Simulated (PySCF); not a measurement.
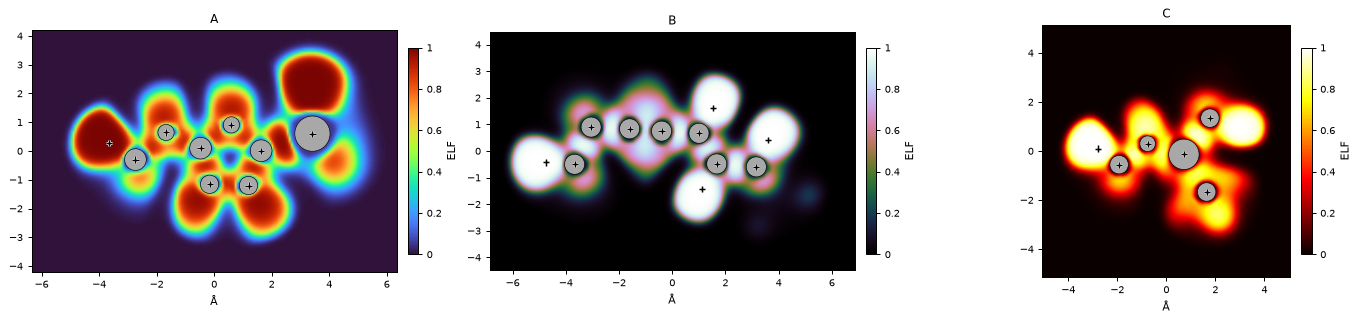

The electron localisation function of 3 systems, each on a plane through atoms (crosses mark nuclei in the plane; grey discs cover the cores).

The calculation used PBE0/pcSseg-1, SCF density, gas phase, non-relativistic in PySCF 2.14.0.

System 1: C$_{8}$H$_{12}$ (SMILES CCC#C/C=C/CC), the plane of atoms C2, C1 and H9. Geometry: GFN2-xTB.

```json
{"atom": "C", "x (Å)": "3.7786", "y (Å)": "0.4298", "z (Å)": "-0.7443"}
{"atom": "C", "x (Å)": "3.3557", "y (Å)": "0.0271", "z (Å)": "0.6689"}
{"atom": "C", "x (Å)": "1.9231", "y (Å)": "-0.1732", "z (Å)": "0.7543"}
{"atom": "C", "x (Å)": "0.7309", "y (Å)": "-0.3332", "z (Å)": "0.7932"}
{"atom": "C", "x (Å)": "-0.6630", "y (Å)": "-0.5352", "z (Å)": "0.8565"}
{"atom": "C", "x (Å)": "-1.4666", "y (Å)": "-0.4298", "z (Å)": "-0.1995"}
{"atom": "C", "x (Å)": "-2.9448", "y (Å)": "-0.6355", "z (Å)": "-0.1580"}
{"atom": "C", "x (Å)": "-3.6869", "y (Å)": "0.6381", "z (Å)": "-0.5650"}
{"atom": "H", "x (Å)": "4.8558", "y (Å)": "0.5764", "z (Å)": "-0.7893"}
{"atom": "H", "x (Å)": "3.5019", "y (Å)": "-0.3439", "z (Å)": "-1.4571"}
{"atom": "H", "x (Å)": "3.2881", "y (Å)": "1.3556", "z (Å)": "-1.0367"}
{"atom": "H", "x (Å)": "3.8597", "y (Å)": "-0.9010", "z (Å)": "0.9574"}
{"atom": "H", "x (Å)": "3.6482", "y (Å)": "0.8050", "z (Å)": "1.3814"}
{"atom": "H", "x (Å)": "-1.0578", "y (Å)": "-0.7960", "z (Å)": "1.8319"}
{"atom": "H", "x (Å)": "-1.0526", "y (Å)": "-0.1617", "z (Å)": "-1.1631"}
{"atom": "H", "x (Å)": "-3.2527", "y (Å)": "-0.9365", "z (Å)": "0.8457"}
{"atom": "H", "x (Å)": "-3.2144", "y (Å)": "-1.4394", "z (Å)": "-0.8504"}
{"atom": "H", "x (Å)": "-3.4558", "y (Å)": "1.4454", "z (Å)": "0.1267"}
{"atom": "H", "x (Å)": "-3.3910", "y (Å)": "0.9470", "z (Å)": "-1.5653"}
{"atom": "H", "x (Å)": "-4.7616", "y (Å)": "0.4719", "z (Å)": "-0.5582"}
```

System 2: C$_{3}$H$_{6}$N$_{2}$O$_{2}$Si, the plane of atoms C3, O8 and C6. Geometry: GFN2-xTB.

```xyz
14

C     3.0156    0.4441    0.5350
O     1.7517    0.7750    1.0941
C     0.7302    0.2059    0.4870
N     0.7434   -0.6089   -0.5184
N    -0.5516   -0.9194   -0.7596
C    -1.2810   -0.2883    0.0936
Si   -3.1513   -0.2986    0.2606
O    -0.5072    0.4645    0.9371
H     3.1455   -0.6390    0.4991
H     3.7555    0.9005    1.1882
H     3.0993    0.8432   -0.4777
H    -3.5984   -1.6793    0.1080
H    -3.7034    0.5687   -0.7801
H    -3.4489    0.2313    1.5908
```

System 3: C$_{5}$H$_{10}$NP, the plane of atoms N4, C5 and H14. Geometry: GFN2-xTB.

```yaml
atoms:
  - { symbol: C, position_ang: [-2.1473, -0.8209, -0.6046] }
  - { symbol: C, position_ang: [-1.5873, 0.0026, 0.5455] }
  - { symbol: P, position_ang: [0.1819, 0.3357, 0.2641] }
  - { symbol: N, position_ang: [0.9244, -1.0303, 0.1223] }
  - { symbol: C, position_ang: [2.3334, -1.2268, -0.1179] }
  - { symbol: C, position_ang: [0.4589, 1.9945, -0.4352] }
  - { symbol: C, position_ang: [0.6781, 1.9698, 0.8921] }
  - { symbol: H, position_ang: [-2.0723, -0.2676, -1.5389] }
  - { symbol: H, position_ang: [-3.1918, -1.0693, -0.4259] }
  - { symbol: H, position_ang: [-1.5761, -1.7398, -0.7038] }
  - { symbol: H, position_ang: [-2.0951, 0.9638, 0.6481] }
  - { symbol: H, position_ang: [-1.6642, -0.5474, 1.4861] }
  - { symbol: H, position_ang: [2.9720, -0.6484, 0.5555] }
  - { symbol: H, position_ang: [2.5335, -2.2869, 0.0448] }
  - { symbol: H, position_ang: [2.6148, -0.9798, -1.1458] }
  - { symbol: H, position_ang: [0.5808, 2.7084, -1.2300] }
  - { symbol: H, position_ang: [1.0493, 2.6542, 1.6335] }
```

### Match each panel to its system.

Panel A is system 2, C$_{3}$H$_{6}$N$_{2}$O$_{2}$Si: the plane holds C, O, N, Si and H. C–N (1.29 Å): the ELF peaks at about 0.90 between the atoms: a covalent bond. Panel B is system 1, C$_{8}$H$_{12}$: the plane holds C and H. C–C (1.20 Å): the ELF peaks at about 0.85 between the atoms; a multiple bond. Panel C is system 3, C$_{5}$H$_{10}$NP: the plane holds C, P, N and H. C–N (1.44 Å): the ELF peaks at about 0.90 between the atoms, as expected for a covalent bond.
